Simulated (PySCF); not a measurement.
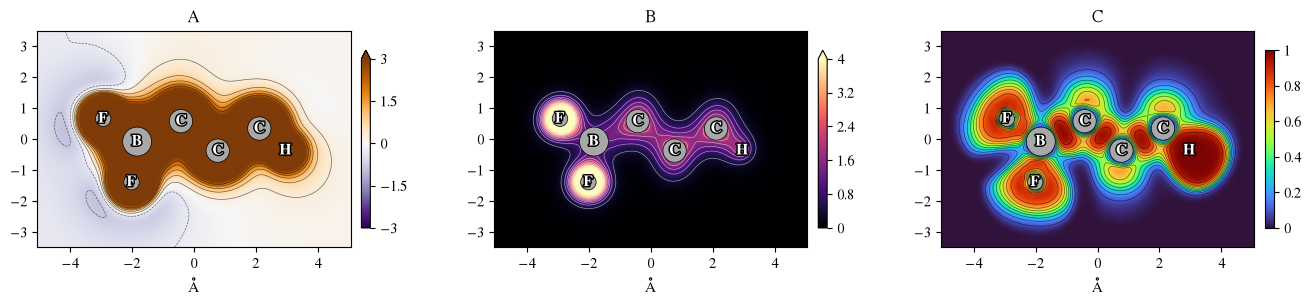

C3H7BF2: 3 fields on the plane of atoms F5, B4 and F6, with unlabelled colour scales. Grey discs cover the atomic cores.

Geometry: PBE0-D3(BJ)/def2-SVP.

Computed with PySCF 2.14.0, PBE0/pcSseg-1, SCF density, gas phase, non-relativistic.

Which field does each panel show? The fields are: electron density, electron localisation function and electrostatic potential.

Answer. Panel A: electrostatic potential (strongly positive close to the atoms, with negative regions outside electron-rich atoms). Panel B: electron density. Panel C: electron localisation function. From the grid: B–F (1.32 Å): ρ is about 2.2 e/Å³ halfway; the ELF peaks at about 0.85 between the atoms (a polar covalent bond). C–C (1.52 Å): ρ is about 1.6 e/Å³ halfway; the ELF peaks at about 0.95 between the atoms: a covalent bond.
